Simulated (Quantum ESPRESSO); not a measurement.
# Ni3Pt: which magnetic order is lowest

Does Ni3Pt prefer parallel or opposed moments?

Program: Quantum ESPRESSO 7.5. Level of theory: PBEsol; plane waves with GBRV 1.5 PBEsol potentials, no spin-orbit coupling. Results are calculated unless marked as measured.

### Step 1. The structure

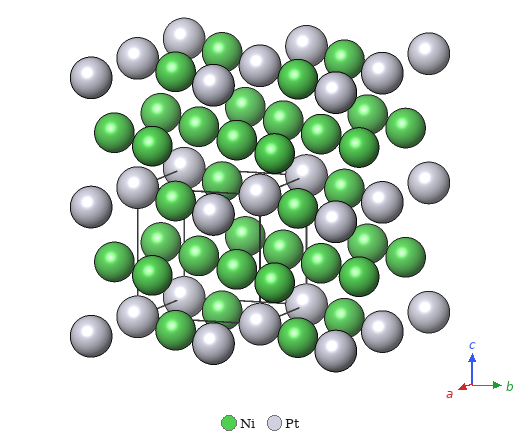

Start, viewed slightly off an axis; nickel green, platinum light grey. 2×2×2 cells are drawn. Some periodic images of atoms are drawn too.

Structure file:

```cif
data_structure
_symmetry_space_group_name_H-M 'P 1'
_symmetry_Int_Tables_number 1
_cell_length_a 3.6246
_cell_length_b 3.6246
_cell_length_c 3.6246
_cell_angle_alpha 90.000
_cell_angle_beta 90.000
_cell_angle_gamma 90.000
_cell_volume 47.62
loop_
_atom_site_label
_atom_site_type_symbol
_atom_site_fract_x
_atom_site_fract_y
_atom_site_fract_z
_atom_site_occupancy
Ni1 Ni 0.50000 0.00000 0.50000 1
Ni2 Ni 0.00000 0.50000 0.50000 1
Ni3 Ni 0.50000 0.50000 0.00000 1
Pt4 Pt 0.00000 0.00000 0.00000 1
```

The cell comes from Materials Project 2023-11-01, a database of computed structures, and need not be the stable phase.

### Step 2. Start 1: ferro +++

The signs are those of the starting moments on the seeded atoms, the atoms that are given a moment.

pw.in

```
&CONTROL
  calculation = 'scf'
  prefix = 'pwscf'
  outdir = './tmp'
  pseudo_dir = './pseudo'
  disk_io = 'nowf'
/
&SYSTEM
  ibrav = 0
  celldm(1) = 8
  nat = 4
  ntyp = 2
  ecutwfc = 40
  ecutrho = 280
  nbnd = 46
  occupations = 'smearing'
  smearing = 'fd'
  degauss = 0.00734986
  nspin = 2
  starting_magnetization(1) = 0.0556
  starting_magnetization(2) = 0
/
&ELECTRONS
  conv_thr = 8d-09
  electron_maxstep = 150
  mixing_beta = 0.3
/
ATOMIC_SPECIES
Ni     58.6934 ni_pbesol_v1.4.uspp.F.UPF
Pt    195.0840 pt_pbesol_v1.4.uspp.F.UPF
CELL_PARAMETERS alat
   0.8561798191892    0.0000000000000    0.0000000000000
   0.0000000000000    0.8561798191892    0.0000000000000
   0.0000000000000    0.0000000000000    0.8561798191892
ATOMIC_POSITIONS crystal
Ni      0.5000000000    0.0000000000    0.5000000000
Ni      0.0000000000    0.5000000000    0.5000000000
Ni      0.5000000000    0.5000000000    0.0000000000
Pt      0.0000000000    0.0000000000    0.0000000000
K_POINTS automatic
10 10 10 0 0 0
```

Launch:

```
> OMP_NUM_THREADS=1 mpirun -n 4 pw.x -nk 4 -in pw.in > pw.out
```

What it wrote:

```text
Program PWSCF v.7.5 starts

     Message from routine setup:
     using ibrav=0 with symmetry is DISCOURAGED, use correct ibrav instead

     K-points division:     npool     =       4
     Subspace diagonalization in iterative solution of the eigenvalue problem:

     G-vector sticks info
     --------------------
     sticks:   dense  smooth     PW     G-vecs:    dense   smooth      PW
     Sum        1041     593    185                25413    11067    1935

     Using Slab Decomposition

     bravais-lattice index     =            0
     lattice parameter (alat)  =       8.0000  a.u.
     unit-cell volume          =     321.3401 (a.u.)^3
     number of atoms/cell      =            4
     number of atomic types    =            2
     number of electrons       =        70.00
     number of Kohn-Sham states=           46
     kinetic-energy cutoff     =      40.0000  Ry
     charge density cutoff     =     280.0000  Ry
     scf convergence threshold =      8.0E-09
     mixing beta               =       0.3000
     number of iterations used =            8  plain     mixing
     Exchange-correlation= SLA  PW   PSX  PSC
                           (   1   4  10   8   0   0   0)

     celldm(1)=   8.000000  celldm(2)=   0.000000  celldm(3)=   0.000000
     celldm(4)=   0.000000  celldm(5)=   0.000000  celldm(6)=   0.000000

     crystal axes: (cart. coord. in units of alat)
               a(1) = (   0.856180   0.000000   0.000000 )
               a(2) = (   0.000000   0.856180   0.000000 )
               a(3) = (   0.000000   0.000000   0.856180 )

     reciprocal axes: (cart. coord. in units 2 pi/alat)
               b(1) = (  1.167979  0.000000  0.000000 )
               b(2) = (  0.000000  1.167979  0.000000 )
               b(3) = (  0.000000  0.000000  1.167979 )

     PseudoPot. # 1 for Ni read from file:
     ni_pbesol_v1.4.uspp.F.UPF
     Pseudo is Ultrasoft + core correction, Zval = 18.0
     Generated by new atomic code, or converted to UPF format
     Using radial grid of  865 points,  6 beta functions with:
                l(1) =   0
                l(2) =   0
                l(3) =   1
                l(4) =   1
                l(5) =   2
                l(6) =   2
     Q(r) pseudized with 10 coefficients,  rinner =    0.980   0.980   0.980
                                                       0.980   0.980

     PseudoPot. # 2 for Pt read from file:
     pt_pbesol_v1.4.uspp.F.UPF
     Pseudo is Ultrasoft + core correction, Zval = 16.0
     Generated by new atomic code, or converted to UPF format
     Using radial grid of  985 points,  6 beta functions with:
                l(1) =   0
                l(2) =   0
                l(3) =   1
                l(4) =   1
                l(5) =   2
                l(6) =   2
     Q(r) pseudized with  8 coefficients,  rinner =    1.300   1.300   1.300
                                                       1.300   1.300

     atomic species   valence    mass     pseudopotential
     Ni               18.00    58.69340     Ni( 1.00)
     Pt               16.00   195.08400     Pt( 1.00)

     Starting magnetic structure
     atomic species   magnetization
     Ni              0.056
     Pt              0.000

     48 Sym. Ops., with inversion, found

   Cartesian axes

     site n.     atom                  positions (alat units)
         1        Ni     tau(   1) = (   0.4280899   0.0000000   0.4280899  )
         2        Ni     tau(   2) = (   0.0000000   0.4280899   0.4280899  )
         3        Ni     tau(   3) = (   0.4280899   0.4280899   0.0000000  )
         4        Pt     tau(   4) = (   0.0000000   0.0000000   0.0000000  )

     number of k points=    56  Fermi-Dirac smearing, width (Ry)=  0.0073
                       cart. coord. in units 2pi/alat
        k(    1) = (   0.0000000   0.0000000   0.0000000), wk =   0.0010000
        k(    2) = (   0.0000000   0.0000000   0.1167979), wk =   0.0060000
        k(    3) = (   0.0000000   0.0000000   0.2335958), wk =   0.0060000
        k(    4) = (   0.0000000   0.0000000   0.3503937), wk =   0.0060000
        k(    5) = (   0.0000000   0.0000000   0.4671916), wk =   0.0060000
        [... 51 further k-points ...]

     Dense  grid:    25413 G-vectors     FFT dimensions: (  40,  40,  40)

     Smooth grid:    11067 G-vectors     FFT dimensions: (  27,  27,  27)

     Check: negative core charge=   -0.000013
     Generating pointlists ...
     new r_m :   0.2497 (alat units)  1.9979 (a.u.) for type    1
     new r_m :   0.2497 (alat units)  1.9979 (a.u.) for type    2

     Initial potential from superposition of free atoms

     starting charge      63.5000, renormalised to      70.0000

     negative rho (up, down):  9.905E-02 9.905E-02
     Starting wfcs are   51 randomized atomic wfcs

     Self-consistent Calculation

     iteration #  1     ecut=    40.00 Ry     beta= 0.30
     Davidson diagonalization with overlap
     ethr =  1.00E-02,  avg # of iterations =  4.0

     negative rho (up, down):  9.298E-02 9.278E-02

     total energy              =   -1219.14470385 Ry
     estimated scf accuracy    <      85.91006709 Ry

     total magnetization       =     0.99 Bohr mag/cell
     absolute magnetization    =     1.05 Bohr mag/cell

     iteration #  2     ecut=    40.00 Ry     beta= 0.30
     Davidson diagonalization with overlap
     ethr =  1.00E-02,  avg # of iterations =  3.1

     negative rho (up, down):  8.751E-02 8.736E-02

     total energy              =   -1234.78385951 Ry
     estimated scf accuracy    <      40.91471821 Ry

     total magnetization       =     0.14 Bohr mag/cell
     absolute magnetization    =     0.18 Bohr mag/cell

     iteration #  3     ecut=    40.00 Ry     beta= 0.30
     Davidson diagonalization with overlap
     ethr =  1.00E-02,  avg # of iterations =  2.1

     negative rho (up, down):  8.695E-02 8.652E-02

     total energy              =   -1239.70673095 Ry
     estimated scf accuracy    <       0.92018637 Ry

     total magnetization       =     2.55 Bohr mag/cell
     absolute magnetization    =     2.68 Bohr mag/cell

     [... further iterations left out ...]

     iteration # 11     ecut=    40.00 Ry     beta= 0.30
     Davidson diagonalization with overlap
     ethr =  5.39E-07,  avg # of iterations =  1.0

     negative rho (up, down):  8.544E-02 8.267E-02

     total energy              =   -1239.83490047 Ry
     estimated scf accuracy    <       0.00008470 Ry

     total magnetization       =     2.39 Bohr mag/cell
     absolute magnetization    =     2.64 Bohr mag/cell

     iteration # 12     ecut=    40.00 Ry     beta= 0.30
     Davidson diagonalization with overlap
     ethr =  1.21E-07,  avg # of iterations =  1.5

     negative rho (up, down):  8.542E-02 8.268E-02

     total energy              =   -1239.83491274 Ry
     estimated scf accuracy    <       0.00000028 Ry

     total magnetization       =     2.40 Bohr mag/cell
     absolute magnetization    =     2.66 Bohr mag/cell

     iteration # 13     ecut=    40.00 Ry     beta= 0.30
     Davidson diagonalization with overlap
     ethr =  3.95E-10,  avg # of iterations =  3.0

     negative rho (up, down):  8.542E-02 8.268E-02

     total energy              =   -1239.83491299 Ry
     estimated scf accuracy    <       0.00000006 Ry

     total magnetization       =     2.40 Bohr mag/cell
     absolute magnetization    =     2.66 Bohr mag/cell

     iteration # 14     ecut=    40.00 Ry     beta= 0.30
     Davidson diagonalization with overlap
     ethr =  8.30E-11,  avg # of iterations =  2.0

     negative rho (up, down):  8.542E-02 8.268E-02

     Magnetic moment per site  (integrated on atomic sphere of radius R)
     atom   1 (R=0.250)  charge= 16.8506  magn=  0.7257
     atom   2 (R=0.250)  charge= 16.8506  magn=  0.7257
     atom   3 (R=0.250)  charge= 16.8506  magn=  0.7257
     atom   4 (R=0.250)  charge= 13.4025  magn=  0.3262

     End of self-consistent calculation

     Number of k-points >= 100: set verbosity='high' to print the bands.

     the Fermi energy is    19.2549 ev

!    total energy              =   -1239.83491306 Ry
     estimated scf accuracy    <          6.4E-09 Ry
     smearing contrib. (-TS)   =      -0.01511686 Ry
     internal energy E=F+TS    =   -1239.81979620 Ry

     The total energy is F=E-TS. E is the sum of the following terms:
     one-electron contribution =    -613.08745618 Ry
     hartree contribution      =     356.51762205 Ry
     xc contribution           =    -162.27458946 Ry
     ewald contribution        =    -820.97537261 Ry

     total magnetization       =     2.40 Bohr mag/cell
     absolute magnetization    =     2.66 Bohr mag/cell

     convergence has been achieved in  14 iterations

=------------------------------------------------------------------------------=
   JOB DONE.
=------------------------------------------------------------------------------=
```

Wall time 97 s (4 MPI ranks of Intel Xeon at 2.50GHz (Skylake/Cascade Lake), shared host); peak memory 0.46 GiB; 5.9 min of CPU time.

Spin moment in the atom's sphere by atom:

```
atom  spin moment in the atom's sphere (μB)
 Ni1                                  0.726
 Ni2                                  0.726
 Ni3                                  0.726
 Pt4                                  0.326
```

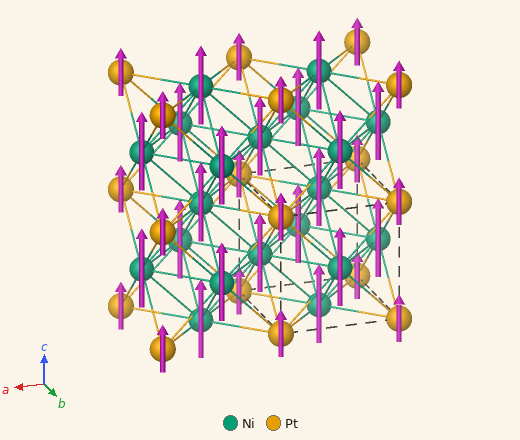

Spin moment in the atom's sphere as arrows, the longest 0.726 μB. Up and down stand for the sign. Arrows give size and sign along the axis of quantisation, drawn up and down the page. Each arrow also spans its atom, so small moments look longer than they are. 2×1×2 cells are drawn. Some periodic images of atoms are drawn too.

This step gave:

| Item | Value |
| --- | --- |
| smearing term TS | 0.2057 eV |
| magnetization | 2.398 μB |
| absolute magnetization | 2.658 μB |
| final state | ferromagnetic |

(Continued in part 2 of 2.)

[Logs and program files are shortened in this print: banners, set-up blocks, solver, clock and traceback lines can be left out without a mark of their own.]

[Logs are printed without paths, hosts, clocks, repeated set-up lines and the standing remarks that a program may print on its own settings, such as how far it seeks lower states.]

[Hosts, paths, dates, database ids (printed as entryN), source tags and the programs' standing remarks are cut or masked in the printed files.]

[Where a cell is said to come from a database of computed structures, the database is the Materials Project.]
